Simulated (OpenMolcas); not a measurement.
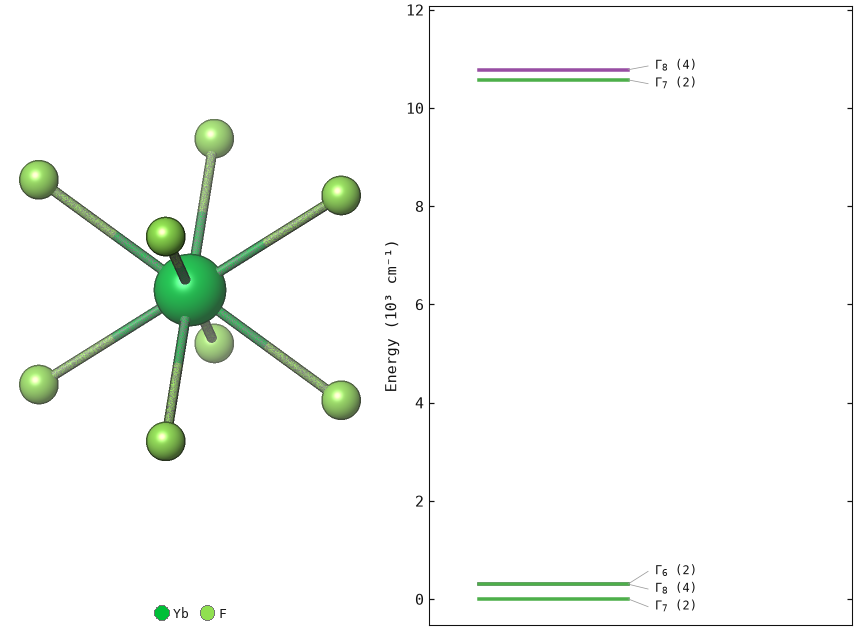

Yb³⁺ (4f¹³) as a dopant in SrF₂, a cluster with its 8 nearest F⁻ at 2.370 Å (cube) embedded in model potentials and point charges; the geometry was set, not optimised, and its levels. Labels give the representation in O, Td, D4 or D3 as the site allows (double group for half-integer spin) where it could be assigned and, in brackets, the degeneracy; spin-free states, where drawn, share the zero of the spin-orbit levels. Level of the calculation: state-averaged CASSCF, active space 13 electrons in the shell 4f, basis ANO-RCC-VDZP on all atoms, DKH2 scalar Hamiltonian, spin-orbit coupling by RASSI with atomic mean-field integrals (OpenMolcas).

### Give the ground level and the first gap.

The ground level is Γ₇, a Kramers doublet, 100 % from states of spin multiplicity 2, effective J = 3.50, with |mJ| = 5/2 the largest share (75 %). Its principal g values are 3.45, 3.45 and 3.45, isotropic. The next level lies at 301 cm⁻¹ (Γ₈). The lowest J multiplet spreads over 305 cm⁻¹. The active orbitals hold 100 % metal character (Löwdin), and the Mulliken charge of the metal is +2.69.

Known limits: the geometry is set by hand, with no relaxation and no charge compensation.
